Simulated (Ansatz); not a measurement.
**CH₃AlCl (charge +1): density, localisation and related maps**

```tsv
atom	x (Å)	y (Å)	z (Å)
C	-0.5915	-1.9667	1.5558
Al	-1.1551	-2.3937	-0.2283
Cl	0.9633	-2.6215	0.5547
H	-1.8379	-2.6641	-1.5916
H	-0.7171	-2.6537	2.4031
H	-0.3384	-0.9471	1.8750
```

Geometry: B3LYP-D3(BJ)/def2-SVP.

These are results of isolated molecule in a Gaussian basis; Kohn-Sham density functional theory, functional PBE0 in Ansatz, not measurements.

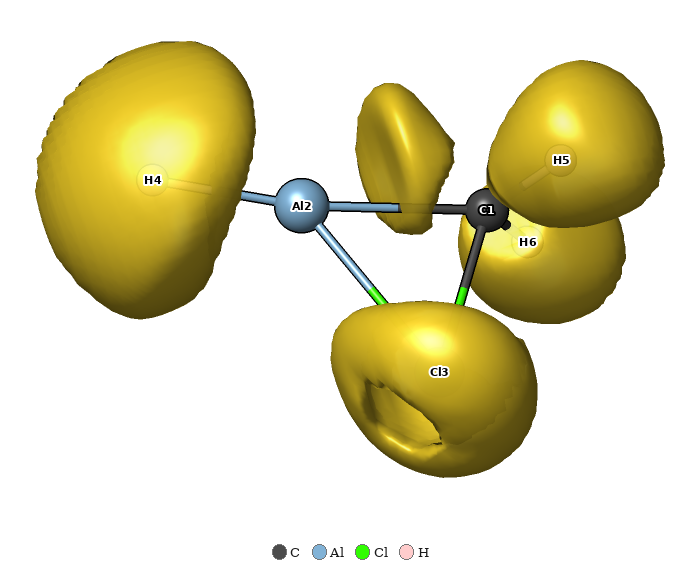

Figure 1. Isosurface of the ELF at 0.85 (yellow), seen at a tilt. Core shells and regions of very low density are left out.

**Describe the localisation domains.**

The ELF exceeds this value in three regions around hydrogen nuclei, one region wrapped around Al (its valence shell) and one region wrapped around Cl (its valence shell). Along the contacts the grid gives the following. C–Al (1.92 Å): the ELF peaks at about 0.95 in the valence shell of C, 0.7 Å from its nucleus, and is about 0.80 at the midpoint. C–Cl (1.96 Å): the ELF peaks at about 0.80 between the atoms; a shared electron pair.

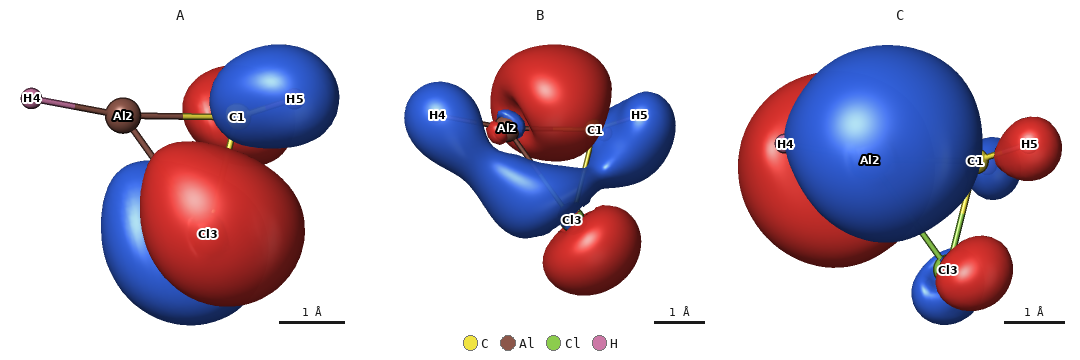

Figure 2. Three frontier orbitals at ±0.08 Å⁻³ᐟ² (blue and red are the two phases), in no order.

**Order the three orbitals by energy and name them.**

A is the HOMO−1 (−15.13 eV). By Hirshfeld shares it lies mainly on Cl3 (about 80 %) and C1 (about 10 %); largely a lone pair of Cl3. B is the HOMO (−14.46 eV). It lies mainly on C1 (about 40 %), Cl3 (about 30 %) and Al2 (about 20 %). C is the LUMO (−7.07 eV). By Hirshfeld shares it lies mainly on Al2 (about 80 %), Cl3 (about 5 %), C1 (about 5 %) and H4 (about 5 %).

**What is the HOMO–LUMO gap?**

7.39 eV between the orbital energies.

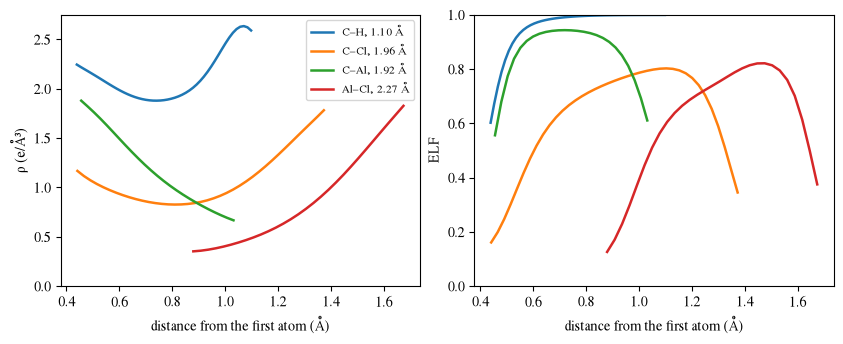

Figure 3. Electron density and electron localisation function along straight lines between neighbouring atoms. The curves leave out the atomic cores.

**Compare the contacts.**

C–H (1.10 Å): ρ at the midpoint is about 2.1 e/Å³; the ELF climbs to about 1 towards the hydrogen, as it does in any bond to H: an ordinary covalent bond to hydrogen.
C–Cl (1.96 Å): ρ at the midpoint is about 0.91 e/Å³; the ELF peaks at about 0.80 between the atoms: a covalent bond.
C–Al (1.92 Å): ρ is about 0.75 e/Å³ halfway; the ELF peaks at about 0.95 in the valence shell of C, 0.7 Å from its nucleus, and is about 0.80 at the midpoint.
Al–Cl (2.27 Å): the density is about 0.52 e/Å³ at the midpoint; the ELF peaks at about 0.80 in the valence shell of Cl, 0.8 Å from its nucleus, and is about 0.65 at the midpoint.
